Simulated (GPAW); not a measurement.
Band structure of NaPt₂ (Fd-3m, 6 atoms in the cell).

```
CELL_PARAMETERS angstrom
      0.00000     3.75235     3.75235
      3.75235     0.00000     3.75235
      3.75235     3.75235     0.00000
ATOMIC_POSITIONS crystal
  Na 0.50000 0.50000 0.50000
  Na 0.75000 0.75000 0.75000
  Pt 0.12500 0.12500 0.12500
  Pt 0.62500 0.12500 0.12500
  Pt 0.12500 0.12500 0.62500
  Pt 0.12500 0.62500 0.12500
```

Method of the run: LDA (Perdew-Wang 92), GPAW PAW datasets LDA (gpaw-data 1.0.1) (plane waves; GPAW).

Settings: mode = pw; ecut = 850 eV; xc = LDA; kpts = 8 8 8; mesh shift (steps) = 0 0 0; occupations.name = fermi-dirac; occupations.width = 0.1 eV; nbands = -14; convergence.density = 1e-05 e/electron; symmetry.symmorphic = false; symmetry.tolerance = 0.0005; maxiter = 100; bandpath_npoints = 40.

The starting cell comes from a database of computed structures (which also holds hypothetical and non-ambient phases and stackings), without a prior relaxation at this level. Spin-orbit coupling is off. Spin polarisation is off.

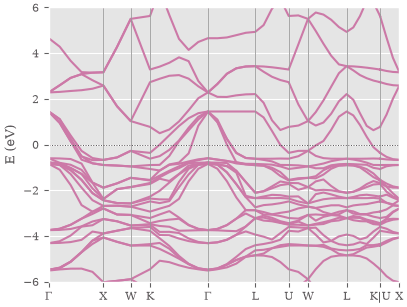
Fig. 1. Bands along the path, energies from the Fermi level.

Levels in eV from the Fermi level, bands 36 to 43:
| point | 36 | 37 | 38 | 39 | 40 | 41 | 42 | 43 |
|---|---|---|---|---|---|---|---|---|
| Γ | -0.60 | 1.43 | 1.45 | 1.45 | 1.45 | 2.28 | 2.28 | 2.28 |
| X | -1.89 | -0.89 | -0.89 | -0.67 | -0.67 | 2.58 | 2.58 | 3.16 |
| W | -1.45 | -0.96 | -0.96 | -0.28 | -0.28 | 1.03 | 1.03 | 5.50 |
| K | -1.55 | -1.07 | -0.90 | -0.62 | -0.36 | 0.77 | 2.73 | 3.28 |
| L | -0.90 | -0.85 | -0.62 | -0.62 | 1.45 | 2.21 | 3.43 | 3.43 |
| U | -1.55 | -1.07 | -0.90 | -0.62 | -0.36 | 0.77 | 2.73 | 3.28 |

Bands cross the Fermi level along this path, so the cell is metallic at this level.
